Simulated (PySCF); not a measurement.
```xyz
2

Sn    0.0000    0.0000   -0.4847
P     0.0000    0.0000    1.8763
```

Core potentials replace the inner electrons of Sn.

Theory: PBE0/def2-SVPD, non-relativistic Hamiltonian with scalar-relativistic core potentials where named, at a bond length of 2.361 Å (PySCF).

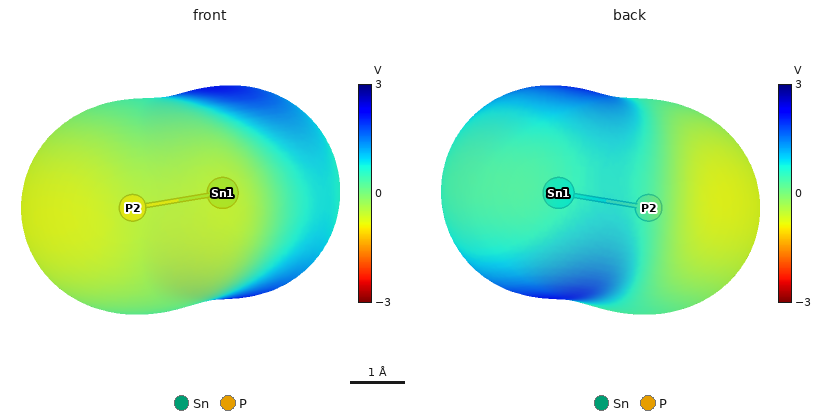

SnP (doublet). The molecular electrostatic potential painted on the density surface at 0.002 e/bohr³, seen from the front and from behind; the colour scale runs from red (negative) to blue (positive).

Where is the surface potential most negative and most positive?

Answer. The most negative region (about −0.8 V, or −18 kcal/mol for a unit charge) lies over P2, the most positive (about +2.1 V, or +48 kcal/mol for a unit charge) over Sn1.
